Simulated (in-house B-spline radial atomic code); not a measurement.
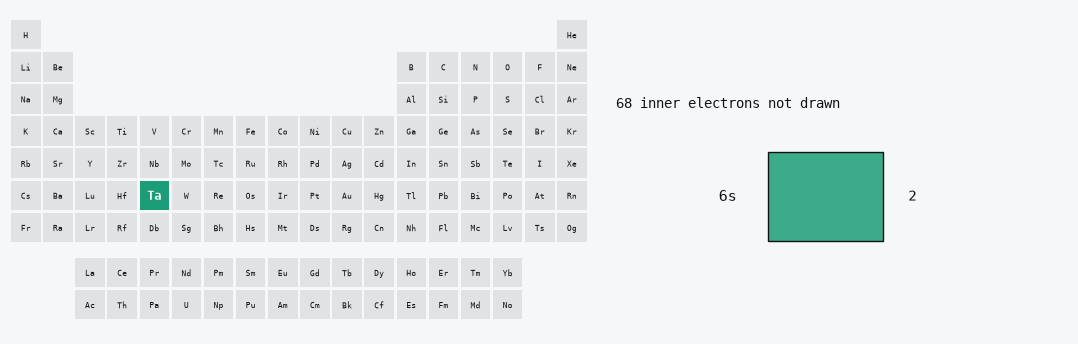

*Left, the place of tantalum in the periodic table; right, the outer shells of the closed core: a box for each of the 2l + 1 orbitals, shaded by the share of the shell that is filled, with the electron count at the right.*

Run report: Ta²⁺, many-body perturbation calculation

- system: Ta²⁺, core [Xe] 4f14 6s2.
- method: one electron outside a closed core: parity- and time-reversal-violating and field-shift constants by sums over states, Dirac-Hartree-Fock, RPA and Brueckner orbitals (in-house B-spline radial atomic code)

### The input
```
basis_form = 2
Z = 73
core_configuration = [Xe] 4f14 6s2
rms_radius = 5.3507
mass_number = 181
speed_of_light = 137.035999084
```

Hardware: 1 thread of Arm Neoverse V1, 24 GiB of memory available, shared host.

Launched within a batch (the task file carries these settings):
```bash
python <driver script> task.json out
```

The program writes its results to a structured record and prints no log; tables and figures of this report are taken from that record.

### Outcome

```
 quantity          value
  outcome  not converged
wall time          7.1 s
```

### What went wrong

The run did not meet its convergence test, so its last values are not results. To bear in mind: the closed core is unstable against excitations.
